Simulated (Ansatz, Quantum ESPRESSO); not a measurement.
# Predicting the next point of a tunnelling series: a Ga chain with one bond drawn out

**Set-up.** Quantum ESPRESSO 7.5 (pw.x, pwcond.x), PBE, GBRV ultrasoft; geometry as built. T is the transmission per spin at the Fermi level. The series steps the stretch of one bond.

```tsv
added stretch (Å)	T
0.5	2.69
1.2	1.41
2	0.368
3	0.052
```

**Question.** What is T at 4 Å?

**Worked estimate.** In the tunnelling regime ln T falls linearly. The last two rows give a slope of ln(0.368/0.052)/(3 − 2) = 1.957 per Å, so T(4) ≈ 0.052 × exp(−1.957 × 1) = 0.00735.

**Check.** T = 0.00733; the estimate is 1.00 times that. The slope over the last interval is 1.959: the same within 8 %. A second code, Ansatz 0.2.0, gives 0.00593.

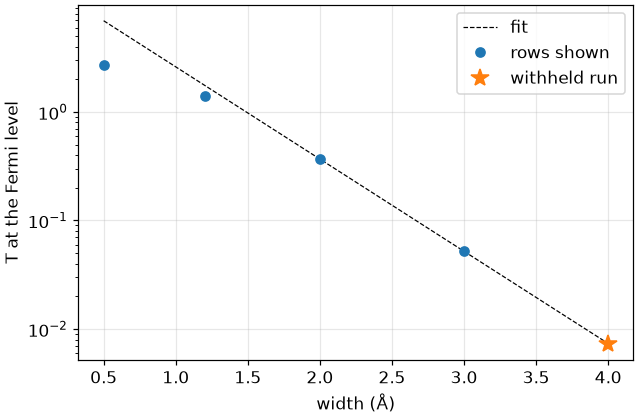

The rows shown, the fit and the withheld run.

Caveats: Short leads, unrelaxed atoms, a barrier without the image potential.

[Logs are printed without paths, hosts, clocks, repeated set-up lines and the standing remarks that a program may print on its own settings, such as how far it seeks lower states.]
